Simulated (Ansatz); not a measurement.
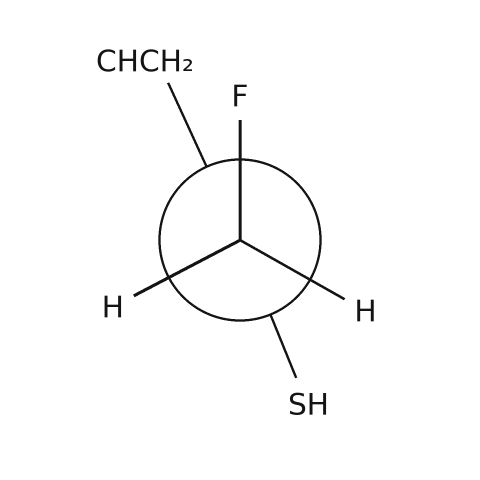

A Newman projection along the Si–B bond, silicon in front; angles are drawn as computed, but eclipsed bonds slightly apart. The geometry was computed by an optimisation with PBE0-D4/def2-TZVP. No frequency run is at hand to confirm it as a minimum.

Which molecule is it?

C2H6BFSSi, C=CB(S)[SiH2]F

What is the torsion angle from the front F to the back SH? The sign is positive where the front bond must turn clockwise to cover the back bond.

158°, antiperiplanar (anti).
